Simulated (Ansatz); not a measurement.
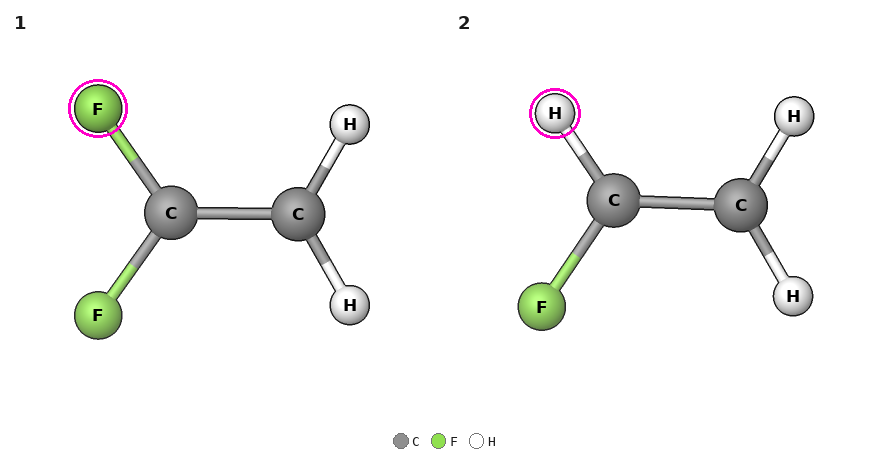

2 molecules with one skeleton, seen from the same side and at one scale; the atom that differs is circled. Each species is neutral and a spin singlet. Computed geometries: PBE0-D4/def2-TZVP optimisations, one conformation each. Properties computed with Ansatz 0.2.0.

One atom differs, called X below: F in panel 1, H in panel 2. Their formulas are C2H2F2 (`C=C(F)F`), C2H3F (`C=CF`).

### In which is the HOMO–LUMO gap larger (PBE0-D4/def2-QZVPP)?

In panel 1 (X = F).

### In which is the length of X–C larger (PBE0-D4/def2-TZVP)?

In panel 1 (X = F).

Give the values. With PBE0-D4/def2-TZVP: length of X–C (Å), angle X–C–F (°), dipole moment (D), harmonic zero-point energy (kJ/mol). With PBE0-D4/def2-QZVPP: HOMO energy (Kohn–Sham orbital) (eV), HOMO–LUMO gap (eV). With PBE0-D4/def2-TZVPP: vertical ionisation energy (eV).

```
                            quantity  1 (F)  2 (H)   2 − 1
                   length of X–C (Å)  1.313  1.084  −0.229
                     angle X–C–F (°)  109.6  112.0    +2.4
HOMO energy (Kohn–Sham orbital) (eV)  −7.80  −7.78   +0.02
                  HOMO–LUMO gap (eV)   8.20   7.94   −0.26
                   dipole moment (D)   1.15   1.34   +0.19
 harmonic zero-point energy (kJ/mol)   96.9  116.0   +19.1
     vertical ionisation energy (eV)  10.40  10.39   −0.01
```
